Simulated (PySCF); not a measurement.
# GeCNCl2OF (SMILES O=C=[N][Ge]([F])([Cl])[Cl]) at 6 levels

Wanted: a comparison of 6 runs (HF/STO-3G, HF/3-21G, HF/def2-SVP, TPSSh/3-21G, wB97X/pcseg-1, B3LYP/6-31G*) of GeCNCl2OF. 

The results are computed with PySCF 2.14.0.

### Step 1. The system as given

The species is GeCNCl2OF (7 atoms), meant as a singlet with charge 0. SMILES: `O=C=[N][Ge]([F])([Cl])[Cl]`. The coordinates come from a PBE0-D4/def2-TZVP relaxation. This is one conformer, not always the lowest.

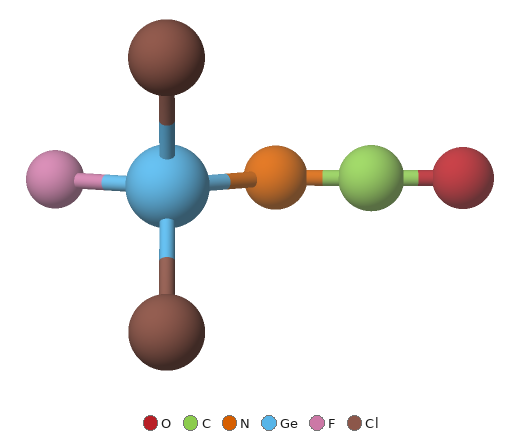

The structure, seen from a chosen angle (oxygen red, carbon green, nitrogen orange, germanium blue, fluorine pink, chlorine brown).

### Step 2. Energy and forces at HF/STO-3G (run 1)

Input file run.py:

```python
from pyscf import gto, scf

system = gto.Mole()
system.atom = '''
O       -2.260400       1.297300       1.380000
C       -1.598900       0.608700       0.725500
N       -0.983100      -0.152300       0.018800
Ge       0.731600      -0.411500      -0.436600
F        0.727100      -1.732500      -1.516700
Cl       1.912200      -0.933900       1.229700
Cl       1.532800       1.256200      -1.446500
'''
system.basis = 'sto-3g'
system.max_memory = 1860
system.charge = 0
system.verbose = 3
system.build()

mf = scf.RHF(system)
mf.conv_tol = 1e-10
mf.kernel()
if not mf.converged:
    mf = mf.newton().run(mf.mo_coeff, mf.mo_occ)

etot = mf.e_tot
print(f'total energy: {etot:.8f} hartree')
grad = mf.nuc_grad_method().kernel()
mf.analyze()
```

Run with:

```
OMP_NUM_THREADS=1 python run.py
```

Log:

```text
converged SCF energy = -3224.07776822256
total energy: -3224.07776822 hartree
[... 17 lines left out ...]
MO #7   energy= -45.6515641417794  occ= 2
[... 6 lines left out ...]
MO #14  energy= -7.83135038594525  occ= 2
[... 6 lines left out ...]
MO #21  energy= -4.71397771147044  occ= 2
[... 6 lines left out ...]
MO #28  energy= -1.0448782713788   occ= 2
[... 6 lines left out ...]
MO #35  energy= -0.640394302110105 occ= 2
[... 6 lines left out ...]
MO #42  energy= -0.462547590850877 occ= 2
[... 6 lines left out ...]
MO #49  energy= 0.208259689075073  occ= 0
[... 6 lines left out ...]
MO #56  energy= 1.39252147631618   occ= 0
[... 8 lines left out ...]
Dipole moment(X, Y, Z, Debye): -0.73563, -0.43248, -0.25183
```

Wall time 6 s (1 thread of Intel Xeon at 2.70GHz, shared host); peak memory 0.13 GiB.

### Step 3. Energy and gradient at HF/3-21G (run 2)

Input file job.py:

```python
from pyscf import gto

mol = gto.Mole()
mol.atom = '''
O   -2.260400   1.297300   1.380000
C   -1.598900   0.608700   0.725500
N   -0.983100  -0.152300   0.018800
Ge   0.731600  -0.411500  -0.436600
F    0.727100  -1.732500  -1.516700
Cl   1.912200  -0.933900   1.229700
Cl   1.532800   1.256200  -1.446500
'''
mol.basis = '3-21g'
mol.verbose = 3
mol.max_memory = 1860
mol.build()

mf = mol.RHF()
mf.conv_tol = 1e-10
mf.kernel()
if not mf.converged:
    mf = mf.newton().run(mf.mo_coeff, mf.mo_occ)

e_final = mf.e_tot
print('Final energy', e_final)
grad = mf.nuc_grad_method().kernel()
dip = mf.dip_moment()
pop, q = mf.mulliken_pop()
```

Run with:

```
OMP_NUM_THREADS=1 python job.py
```

Log:

```text
converged SCF energy = -3245.26865308521
Final energy -3245.268653085208
[... 10 lines left out ...]
Dipole moment(X, Y, Z, Debye): -0.21989,  0.49491,  0.43341
[... 92 lines left out ...]
charge of    6Cl =     -0.42034
```

Wall time 9 s (1 thread of Intel Xeon at 2.70GHz, shared host); peak memory 0.17 GiB.

Runs 3 to 5 aren't shown in full; the table further down has their settings and results.

### Step 4. Energy and gradient at B3LYP/6-31G(d) (spherical functions) (run 6)

Input file job.py:

```python
# O=C=[N][Ge]([F])([Cl])[Cl]
import pyscf.grad
from pyscf import gto, dft

molecule = gto.M(
    atom=[
    ('O', (-2.260400, 1.297300, 1.380000)),
    ('C', (-1.598900, 0.608700, 0.725500)),
    ('N', (-0.983100, -0.152300, 0.018800)),
    ('Ge', (0.731600, -0.411500, -0.436600)),
    ('F', (0.727100, -1.732500, -1.516700)),
    ('Cl', (1.912200, -0.933900, 1.229700)),
    ('Cl', (1.532800, 1.256200, -1.446500)),
],
    charge=0,
    max_memory=1860,
    basis='6-31g*',
    verbose=4,
)

calc0 = dft.RKS(molecule, xc='b3lyp')
calc0.grids.level = 5
calc0.conv_tol = 1e-10
calc0.kernel()
if not calc0.converged:
    calc0 = calc0.newton().run(calc0.mo_coeff, calc0.mo_occ)

energy = calc0.e_tot
print(f'total energy: {energy:.8f} hartree')
grad = calc0.Gradients().kernel()
calc0.analyze()
```

Run with:

```
OMP_NUM_THREADS=1 python job.py
```

Log:

```text
PySCF version 2.14.0

[... 97 lines left out ...]
Nuclear Repulsion Energy =             772.610410245078356
[... 17 lines left out ...]
MO #12  energy= -9.49368983635718  occ= 2
[... 15 lines left out ...]
MO #28  energy= -1.33374786858308  occ= 2
[... 15 lines left out ...]
MO #44  energy= -0.373128384730933 occ= 2
[... 15 lines left out ...]
MO #60  energy= 0.338247883943361  occ= 0
[... 15 lines left out ...]
MO #76  energy= 0.768680527671374  occ= 0
[... 15 lines left out ...]
MO #92  energy= 1.16350157531032   occ= 0
[... 15 lines left out ...]
MO #108 energy= 1.95012100807896   occ= 0
[... 15 lines left out ...]
MO #124 energy= 3.4984127967       occ= 0
[... 134 lines left out ...]
Dipole moment(X, Y, Z, Debye):  0.24477,  0.48838,  0.36383
```

Run time: 86 s. Hardware: 1 thread of Intel Xeon at 2.70GHz, shared host; peak memory 1.3 GiB.

### Step 5. The series

| run | level | integration grid | energy (Eh) | dipole moment (D) | HOMO energy (eV) | LUMO energy (eV) | wall time |
| --- | --- | --- | --- | --- | --- | --- | --- |
| 1 | HF/STO-3G | – | -3224.077768 | 0.89 | -9.83 | 5.67 | 6 s |
| 2 | HF/3-21G | – | -3245.268653 | 0.69 | -13.07 | 1.58 | 9 s |
| 3 | HF/def2-SVP | – | -3260.384246 | 1.05 | -13.00 | 2.65 | 23 s |
| 4 | TPSSh/3-21G | 5 | -3249.505010 | 0.54 | -8.70 | -2.60 | 58 s |
| 5 | wB97X/pcseg-1 | 5 | -3265.122538 | 0.88 | -12.02 | 0.14 | 3.1 min |
| 6 | B3LYP/6-31G* (spherical functions) | 5 | -3265.206671 | 0.66 | -9.07 | -2.12 | 86 s |

### Step 6. What came out

| quantity | value |
| --- | --- |
| run 6: total energy | -3265.20667 Eh |
| run 6: dipole moment | 0.66 D |
| run 6: HOMO energy | -9.07 eV |
| run 6: LUMO energy | -2.12 eV |
| run 6: HOMO–LUMO gap | 6.95 eV |
| run 6: largest force on an atom | 1.466 eV/Å |

**Reading.** The dipole moment (its size) runs from 0.54 D (TPSSh/3-21G) to 1.05 D (HF/def2-SVP). The two ends differ in method and basis. The HOMO–LUMO gap runs from 6.11 eV (TPSSh/3-21G) to 15.65 eV (HF/def2-SVP). Totals of different functionals can't be ranked against each other. In run 1 the basis is minimal, so the values are rough. All runs together took 6.1 min, the longest 3.1 min.
